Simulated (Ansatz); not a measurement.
## Electronic structure of CHFGaN in real space

Input

```
crystal:
  periodic: [false, false, false]
  atoms:
    - { symbol: "N", position_ang: [1.1249, -1.4303, 1.085] }
    - { symbol: C, position_ang: [0.4865, -0.5595, 0.5169] }
    - { symbol: Ga, position_ang: [-0.5069, 0.6709, -0.406] }
    - { symbol: F, position_ang: [-1.4887, -0.2519, -0.9519] }
    - { symbol: H, position_ang: [0.74918, 0.42426, 0.90588] }
magnetization:
  spin_polarized: true
basis:
  gaussian: { orbitals: def2-SVP }
hamiltonian:
  xc: b3lyp
  dispersion: d4
relax:
  f_tol: 0.02
  max_steps: 50
output:
  orbitals: {}
```

Launched as:

```sh
ansatz run input.yaml --threads 2 --pin off --max-ram 3072MiB --backend cpu --events-out ev --progress --plain --runs-dir out
```

The fields are those of the run's last geometry, not of the input's.

At this geometry the atoms fall into two loosely joined parts.

These are results of UKS B3LYP-D4/def2-SVP (Ansatz 0.2.0), not measurements.

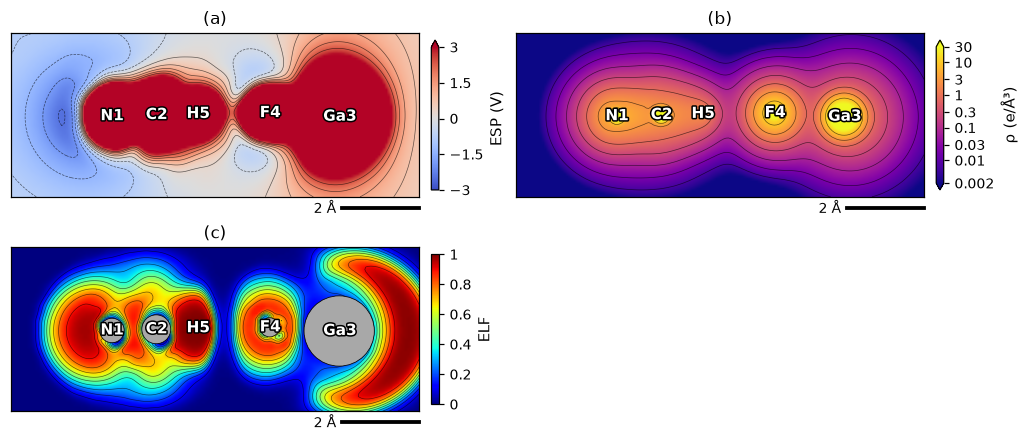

Figure 1. (a) molecular electrostatic potential; (b) electron density; (c) electron localisation function on a plane that holds the molecular axis. Grey discs cover the atomic cores in the ELF map.

Question: Interpret the plot.

Answer: The plane passes through N, C, Ga, F and H nuclei. C–N (1.16 Å): ρ at the midpoint is about 3.5 e/Å³; the ELF peaks at about 0.85 between the atoms; a multiple bond. Ga–F (1.81 Å): ρ is about 0.71 e/Å³ halfway; the ELF peaks at about 0.85 in the valence shell of F, 0.5 Å from its nucleus, and is about 0.15 at the midpoint. C–H (1.09 Å): ρ at the midpoint is about 2 e/Å³; the ELF climbs to about 1 towards the hydrogen, as it does in any bond to H; a covalent bond by its length. The ELF also peaks beside F4 and N1, away from the bonds: lone-pair regions. Outside the dense part of the molecule the potential is most negative (−2.5 V) near N1.

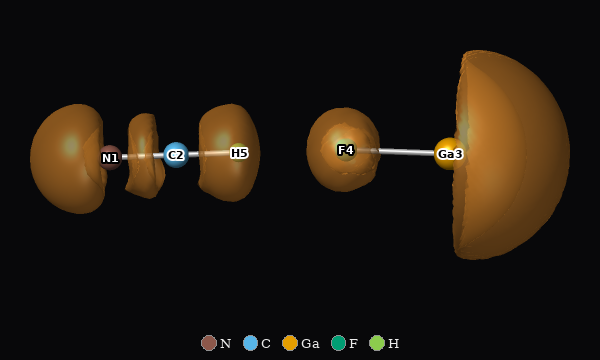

Figure 2. Isosurface of the electron localisation function at 0.8 (orange), seen from one side. Only the valence region is drawn (cores and ρ < 0.01 e/Å³ removed).

Question: What do the ELF domains correspond to?

Answer: At this value the surface marks out one region between bonded C–N atoms (shared pairs), one region around a hydrogen nucleus, one lobe on N, pointing away from the bonds (lone pairs), one region wrapped around F (its valence shell) and one region wrapped around Ga (its valence shell).

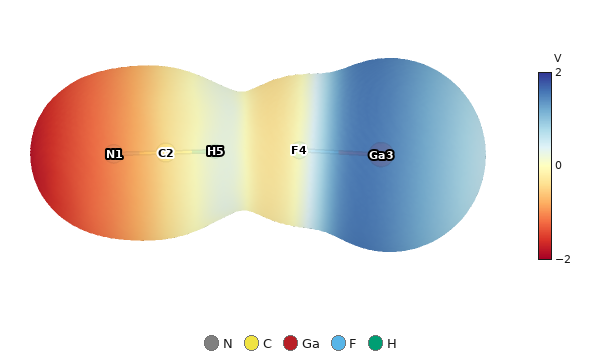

Figure 3. The molecular electrostatic potential painted on the density surface at 0.001 e/bohr³, seen across its widest extent; red is negative and blue positive.

Question: Describe the electrostatic potential map.

Answer: The most negative region (about −1.8 V) lies over N1, the most positive (about +1.6 V) over Ga3. N1 is the likeliest acceptor of a hydrogen bond.

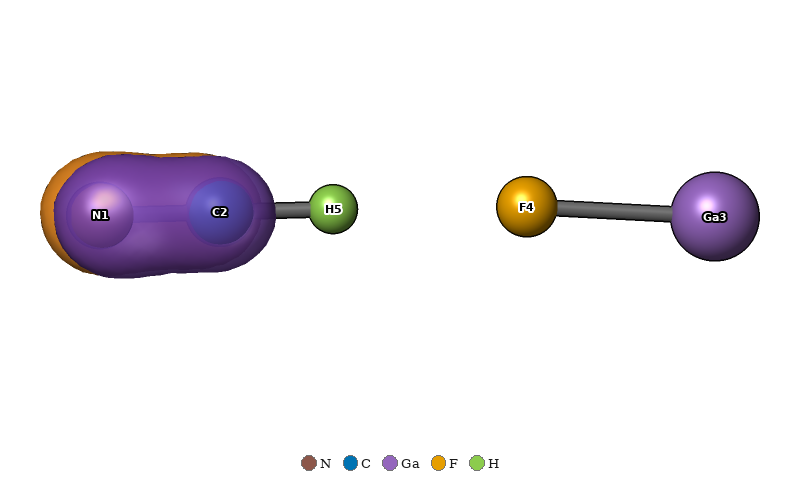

Figure 4. The HOMO−1 at ±0.3 Å⁻³ᐟ² (orange and purple are the two phases), seen from one side.

Question: Where does this orbital lie, and at what energy?

Answer: By Hirshfeld shares it lies mainly on N1 (about 55 %) and C2 (about 45 %); π-bonding across N1–C2. It is one of a degenerate set, so its orientation is arbitrary. Its energy is −9.15 eV.
